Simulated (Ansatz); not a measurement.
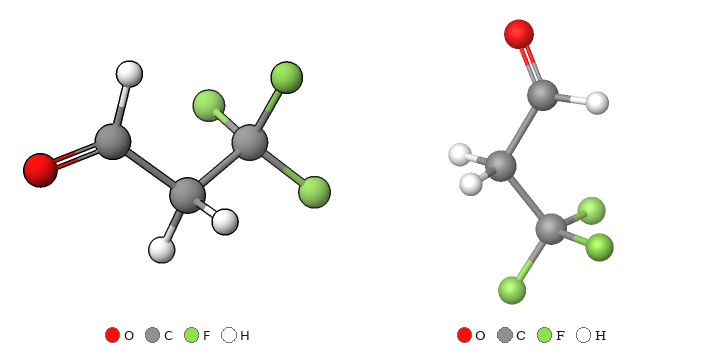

Both panels show the same species.

Computed geometry: PBE0-D4/def2-TZVP optimisation.

Describe the molecule.

The molecule is C3H3F3O. SMILES: `O=CCC(F)(F)F`. It has no ring. Among its groups: aldehyde, C–F bond. This geometry has C1 symmetry. Coordination: 1 C trigonal planar; 2 C tetrahedral.

The parts below concern this one geometry. Atoms keep their numbers from picture to picture.

**Geometry**

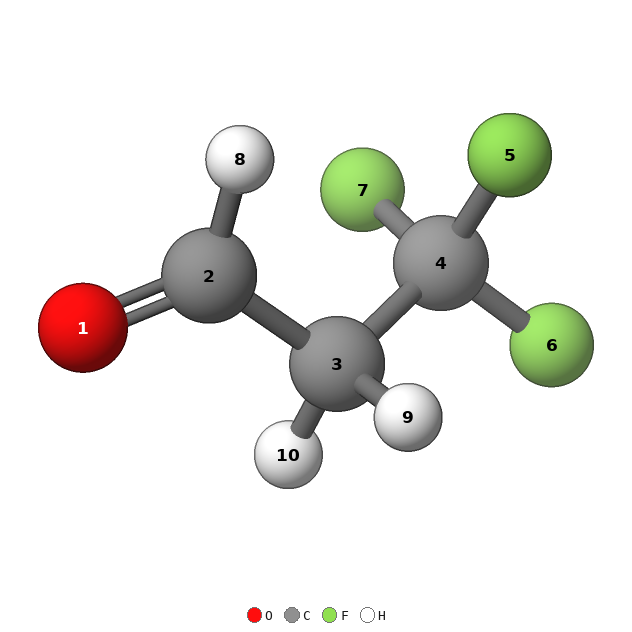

Numbered structure.

Estimate the angles O1–C2–C3, O1–C2–H8, C3–C2–H8, C2–C3–C4, C2–C3–H9, C2–C3–H10, C4–C3–H9, C4–C3–H10, C3–C4–F5, C3–C4–F6, C3–C4–F7, F5–C4–F6, F5–C4–F7, F6–C4–F7.

```json
{"angle": "O1–C2–C3", "degrees": "122.7"}
{"angle": "O1–C2–H8", "degrees": "121.4"}
{"angle": "C3–C2–H8", "degrees": "115.9"}
{"angle": "C2–C3–C4", "degrees": "113.1"}
{"angle": "C2–C3–H9", "degrees": "108.2"}
{"angle": "C2–C3–H10", "degrees": "109.8"}
{"angle": "C4–C3–H9", "degrees": "107.4"}
{"angle": "C4–C3–H10", "degrees": "109.8"}
{"angle": "C3–C4–F5", "degrees": "111.5"}
{"angle": "C3–C4–F6", "degrees": "111.4"}
{"angle": "C3–C4–F7", "degrees": "111.5"}
{"angle": "F5–C4–F6", "degrees": "107.5"}
{"angle": "F5–C4–F7", "degrees": "107.2"}
{"angle": "F6–C4–F7", "degrees": "107.5"}
```

**Levels of theory compared**

Program: Ansatz 0.2.0.

At this fixed geometry, give HOMO energy (eV) at these levels: B97M-V/def2-TZVPP; BHLYP-D4/def2-TZVPP; HSE06-D4/def2-TZVPP; PBE-D4/def2-TZVPP; PBE0-D4/def2-SVP; PBE0-D4/def2-TZVPP; r2SCANh-D4/def2-TZVPP; revPBE-D4/def2-TZVPP; ωB97M-V/def2-SVP; ωB97M-V/def2-TZVPP; ωB97X-V/def2-TZVPP.

```tsv
level	HOMO energy (eV)
B97M-V/def2-TZVPP	−6.96
BHLYP-D4/def2-TZVPP	−9.77
HSE06-D4/def2-TZVPP	−7.71
PBE-D4/def2-TZVPP	−6.45
PBE0-D4/def2-SVP	−7.96
PBE0-D4/def2-TZVPP	−8.12
r2SCANh-D4/def2-TZVPP	−7.42
revPBE-D4/def2-TZVPP	−6.38
ωB97M-V/def2-SVP	−10.37
ωB97M-V/def2-TZVPP	−10.54
ωB97X-V/def2-TZVPP	−10.59
```

**Dipole moment**

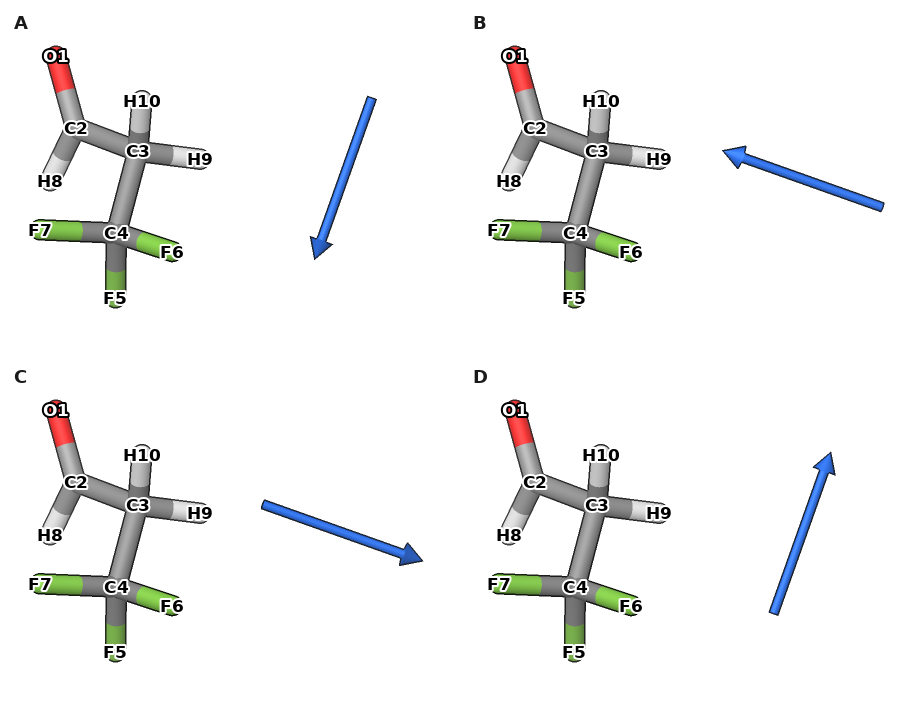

The same molecule four times, each with an arrow. Method: RKS ωB97M-V/def2-TZVPP (Ansatz 0.2.0).

Which arrow points along the dipole moment, from the negative to the positive end?

C. The dipole moment is 1.49 D; it points from the side of O1 to the side of H9 (the outermost atoms at the two ends).

**Charges**

The questions are on Mulliken charges. Level of theory: RKS B3LYP-D4/def2-TZVPP (Ansatz 0.2.0).

Which atom carries the highest charge (most positive or least negative)?

C4 (0.49 e).

And the lowest?

O1 (−0.23 e).

List the Mulliken charges.

```tsv
atom	value (e)
O1	−0.23
C2	0.08
C3	−0.09
C4	0.49
F5	−0.18
F6	−0.17
F7	−0.18
H8	0.09
H9	0.10
H10	0.11
```

**Vibrations**

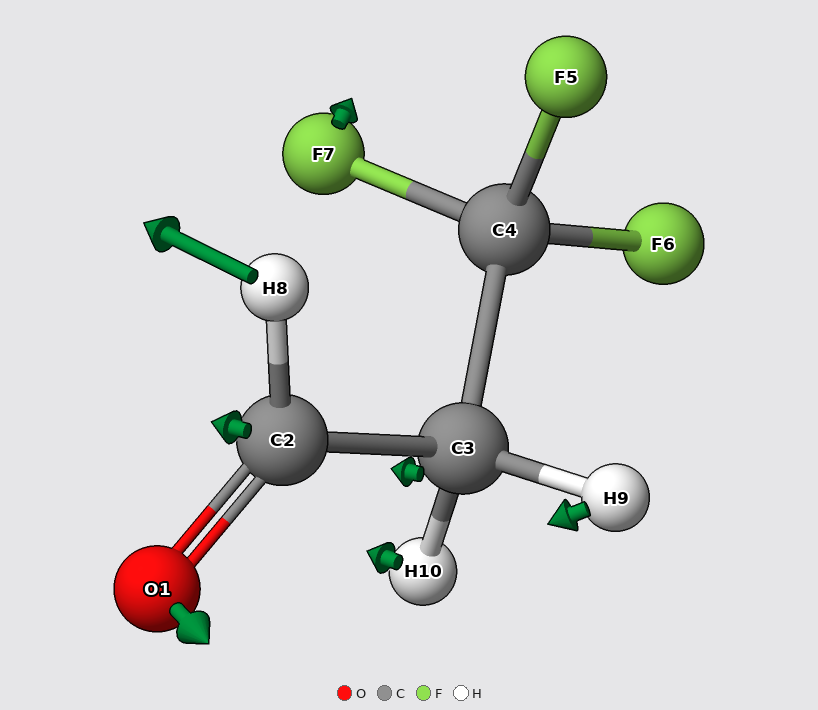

The arrows show one normal mode. Harmonic vibrations computed with RKS PBE0-D4/def2-TZVP (Ansatz 0.2.0) at a stationary point of the same level.

What kind of motion is it?

A torsion or out-of-plane motion in which bond lengths and bond angles hardly change.

Estimate its harmonic wavenumber.

57 cm⁻¹; it is mode 1 of 24 counted from the lowest.

Mulliken values depend strongly on the basis set and can even reverse the polarity of a bond.
